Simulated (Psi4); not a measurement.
**CCSD/cc-pVDZ run of C4N2 (2-butynedinitrile)**

What is the energy change on altering one bond length of C4N2 (2-butynedinitrile) at CCSD/cc-pVDZ? Input form: an ASE script.

The calculation is run with Psi4 1.11.

1 further run of the same task is left out (set aside as unsound or not needed).

### Step 1. The structure to begin with

C4N2: 6 atoms, total charge 0, spin state singlet. As SMILES, `N#CC#CC#N`. The coordinates come from a PBE0-D4/def2-TZVP relaxation.

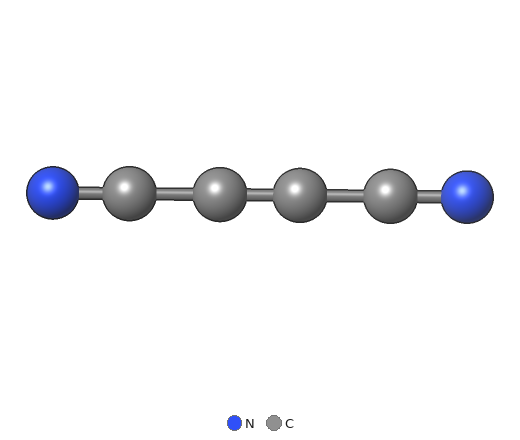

The structure, seen from a chosen angle (nitrogen blue, carbon grey).

### Step 2. The energy at CCSD/cc-pVDZ

File c4n2.xyz:

```xyz
6
C4N2
N      0.017130    -3.020460     0.788950
C      0.010700    -1.902840     0.497280
C      0.003160    -0.583760     0.152900
C     -0.003500     0.583960    -0.152150
C     -0.010740     1.902850    -0.497210
N     -0.016750     3.020250    -0.789760
```

File run.py:

```python
import numpy as np
from ase.calculators.psi4 import Psi4
from ase.io import read

atoms = read('c4n2.xyz')
calc = Psi4(atoms=atoms, method='ccsd', basis='cc-pVDZ', memory='2200MB', num_threads=1, charge=0, multiplicity=1, label='psi4-calc')
calc.psi4.set_options({'puream': True, 'e_convergence': 1e-09, 'd_convergence': 1e-08, 'scf_type': 'pk', 'num_frozen_docc': 6})
atoms.calc = calc

print(f'energy: {atoms.get_potential_energy():.6f} eV')
```

Run with:

```
$ python run.py
```

psi4-calc.dat:

```text
[...]
  Running in c1 symmetry.
[...]
  Nuclear repulsion =  144.352590511131666
[...]
  Multiplicity = 1
[...]
  Nalpha       = 19
  Nbeta        = 19
[...]
    Number of basis functions: 84
[...]
   @RHF iter   1:  -260.19674444272823   -1.49460e+00   4.90234e-03 DIIS/ADIIS
[...]
   @RHF iter  11:  -260.28860042320082   -2.78533e-12   7.96242e-09 DIIS
[...]
    Orbital Energies [Eh]
    ---------------------
    Doubly Occupied:
       1A    -15.645043     2A    -15.645041     3A    -11.357489
       4A    -11.353914     5A    -11.344382     6A    -11.344382
       7A     -1.280831     8A     -1.277783     9A     -1.147727
      10A     -0.987754    11A     -0.881388    12A     -0.616312
      13A     -0.614228    14A     -0.597532    15A     -0.597532
      16A     -0.543267    17A     -0.543267    18A     -0.439148
      19A     -0.439148
[...]
  @RHF Final Energy:  -260.28860042320082
   => Energetics <=
    Nuclear Repulsion Energy =            144.3525905111316661
    One-Electron Energy =                -635.9700454159349192
    Two-Electron Energy =                 231.3288544816024626
    Total Energy =                       -260.2886004232008190
[...]
 Multipole Moments:
 ------------------------------------------------------------------------------------
     Multipole            Electronic (a.u.)      Nuclear  (a.u.)        Total (a.u.)
 ------------------------------------------------------------------------------------
 L = 1.  Multiply by 2.5417464519 to convert [e a0] to [Debye]
 Dipole X            :         -0.0002636           -0.0000010           -0.0002646
 Dipole Y            :          0.0001394            0.0000006            0.0001400
 Dipole Z            :          0.0005607            0.0000022            0.0005629
 Magnitude           :                                                    0.0006376
[...]
      * MP2 total energy                      = -261.086747546349898
[...]
      * CCSD total energy                     = -261.089175164685855
```

Standard output:

```text
energy: -7104.598332 eV
```

Wall time 88 s (1 thread of Intel Xeon at 2.50GHz (Skylake/Cascade Lake), shared host); peak memory 0.5 GiB.

### Step 3. The distorted shape

File c4n2.xyz:

```xyz
6
C4N2
N      0.018031    -3.188032     0.832823
C      0.011601    -2.070412     0.541153
C      0.004061    -0.751332     0.196773
C     -0.002599     0.416388    -0.108277
C     -0.009839     1.735278    -0.453337
N     -0.016750     3.020250    -0.789760
```

File run_ase.py:

```python
import numpy as np
from ase.calculators.psi4 import Psi4
from ase.io import read

mol = read('c4n2.xyz')
calc = Psi4(atoms=mol, method='ccsd', basis='cc-pVDZ', memory='2200MB', num_threads=1, charge=0, multiplicity=1, label='c4n2')
calc.psi4.set_options({'puream': True, 'e_convergence': 1e-09, 'd_convergence': 1e-08, 'scf_type': 'pk', 'num_frozen_docc': 6})
mol.calc = calc

print(f'energy: {mol.get_potential_energy():.6f} eV')
```

Run with:

```
$ python run_ase.py
```

c4n2.dat:

```text
[...]
  Running in c1 symmetry.
[...]
  Nuclear repulsion =  140.754371523559087
[...]
  Multiplicity = 1
[...]
  Nalpha       = 19
  Nbeta        = 19
[...]
    Number of basis functions: 84
[...]
   @RHF iter   1:  -260.13191891599251   -1.74715e+00   4.74889e-03 ADIIS/DIIS
[...]
   @RHF iter  13:  -260.22182099151951   -2.78533e-12   3.99785e-09 DIIS
[...]
    Orbital Energies [Eh]
    ---------------------
    Doubly Occupied:
       1A    -15.693059     2A    -15.648630     3A    -11.387644
       4A    -11.362600     5A    -11.358224     6A    -11.347291
       7A     -1.282541     8A     -1.205958     9A     -1.144603
      10A     -0.994070    11A     -0.889818    12A     -0.619036
      13A     -0.615637    14A     -0.592922    15A     -0.592922
      16A     -0.521226    17A     -0.521226    18A     -0.422945
      19A     -0.422945
[...]
  @RHF Final Energy:  -260.22182099151951
   => Energetics <=
    Nuclear Repulsion Energy =            140.7543715235590867
    One-Electron Energy =                -628.7057893157614217
    Two-Electron Energy =                 227.7295968006828559
    Total Energy =                       -260.2218209915195075
[...]
 Multipole Moments:
 ------------------------------------------------------------------------------------
     Multipole            Electronic (a.u.)      Nuclear  (a.u.)        Total (a.u.)
 ------------------------------------------------------------------------------------
 L = 1.  Multiply by 2.5417464519 to convert [e a0] to [Debye]
 Dipole X            :          0.0003052            0.0000006            0.0003058
 Dipole Y            :         -0.1004912           -0.0003068           -0.1007980
 Dipole Z            :          0.0268572            0.0000827            0.0269400
 Magnitude           :                                                    0.1043365
[...]
      * MP2 total energy                      = -261.067399552191375
[...]
      * CCSD total energy                     = -261.054023697127207
```

Standard output:

```text
energy: -7103.641812 eV
```

Wall time 1.9 min (1 thread of Intel Xeon at 2.50GHz (Skylake/Cascade Lake), shared host); peak memory 0.5 GiB.

### Step 4. Summary of results

Level: CCSD/cc-pVDZ, 6 core orbitals frozen.

```
                                                         quantity          value
                                        first shape: total energy  -261.08918 Eh
                 first shape: HOMO energy (Hartree–Fock orbitals)      -11.95 eV
                 first shape: LUMO energy (Hartree–Fock orbitals)        0.66 eV
               first shape: HOMO–LUMO gap (Hartree–Fock orbitals)       12.61 eV
         first shape: correlation energy (6 core orbitals frozen)     -800.6 mEh
                                       first shape: T1 diagnostic          0.014
                                    distorted shape: total energy  -261.05402 Eh
             distorted shape: HOMO energy (Hartree–Fock orbitals)      -11.51 eV
             distorted shape: LUMO energy (Hartree–Fock orbitals)        0.03 eV
           distorted shape: HOMO–LUMO gap (Hartree–Fock orbitals)       11.54 eV
     distorted shape: correlation energy (6 core orbitals frozen)     -832.2 mEh
                                   distorted shape: T1 diagnostic          0.016
energy change with the C5–N6 bond stretched from 1.155 to 1.328 Å       0.957 eV
```

In words: With the C5–N6 bond stretched from 1.155 to 1.328 Å the energy rises by 0.96 eV (22.1 kcal/mol). The first shape isn't relaxed at this level, so the change isn't measured from a minimum.
